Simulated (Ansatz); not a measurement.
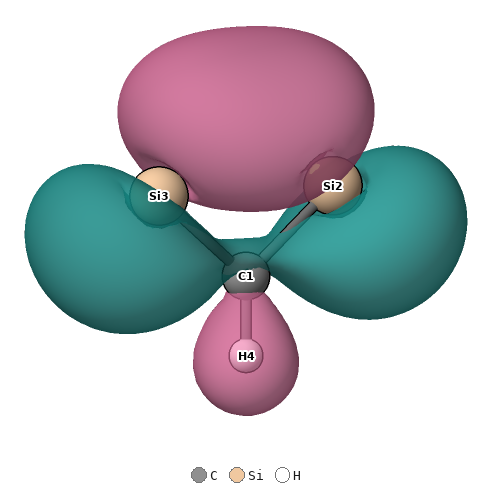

Figure 1: CHSi₂ (charge −1, triplet). The HOMO−1 (α) at ±0.08 Å⁻³ᐟ² (teal and pink are the two phases), seen at a tilt.

Geometry: PBE0-D4/def2-TZVPD; ⟨S²⟩ = 2.06, above the pure value of 2.00; the highest occupied orbital lies above zero, a sign that basis and functional describe the outermost electron poorly.

The calculation used Ansatz 0.2.0, isolated molecule in a Gaussian basis; Kohn-Sham density functional theory, functional PBE0.

> Where does this orbital lie, and at what energy?

By Hirshfeld shares it lies mainly on Si2 (about 45 %), Si3 (about 45 %) and C1 (about 10 %); it is symmetric in the molecular plane (an in-plane orbital: σ, lone-pair or in-plane π type). Its energy is −0.63 eV.
